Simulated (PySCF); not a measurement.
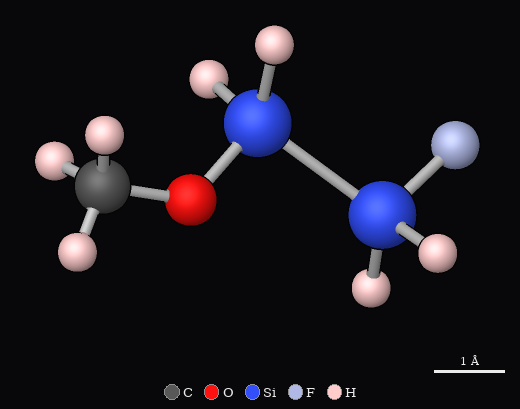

Starting structure of CH$_{7}$FOSi$_{2}$. A ball-and-stick model, seen at a tilt.

The start comes from GFN2-xTB.

These are results of PySCF, PBE0-D3(BJ)/def2-SVP geometry optimisation, gas phase, not measurements.

```xyz
12

C    -2.2005   -0.2739    0.3842
O    -0.8083   -0.2921    0.3992
Si    0.2036    0.4597   -0.6271
Si    2.2055   -0.1998    0.2537
F     3.3139    0.4989   -0.6980
H    -2.5596   -0.8855    1.2123
H    -2.5831   -0.6783   -0.5555
H    -2.5757    0.7454    0.4993
H    -0.0722    1.9096   -0.6393
H    -0.0813    0.0440   -2.0145
H     2.5754   -1.6135    0.1782
H     2.5835    0.2850    1.5816
```

> What does the optimiser find from here?

The atom that moves furthest after the best rigid fit is F5 (0.15 Å). Largest moves by element: F 0.15 Å, Si 0.14 Å, H 0.11 Å, O 0.09 Å, C 0.04 Å. Some distances before and after: Si3–Si4 2.284 → 2.341 Å, O2–Si3 1.626 → 1.668 Å, Si4–H11 1.463 → 1.492 Å, Si3–H10 1.476 → 1.500 Å. Bond angles that change, for instance: Si3–Si4–H11 118.7° → 111.5°, F5–Si4–H11 102.3° → 108.2°, Si4–Si3–H9 116.8° → 111.9°. Over 4 geometry steps the energy falls by 5.94 kcal/mol. The largest force component goes from 1 to 0.019 eV/Å.

Final geometry:

```xyz
12

C    -2.2381   -0.2758    0.3869
O    -0.8404   -0.3364    0.4673
Si    0.1944    0.4345   -0.5900
Si    2.3195   -0.1572    0.1932
F     3.4333    0.5556   -0.7671
H    -2.6662   -0.8721    1.2067
H    -2.6152   -0.6869   -0.5678
H    -2.6132    0.7598    0.4857
H    -0.0157    1.9191   -0.5689
H    -0.0294   -0.0262   -1.9996
H     2.5326   -1.6333    0.1370
H     2.5396    0.3182    1.5906
```

After the run, drawn alike:

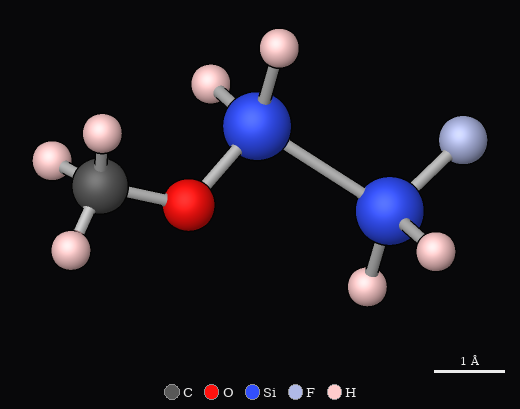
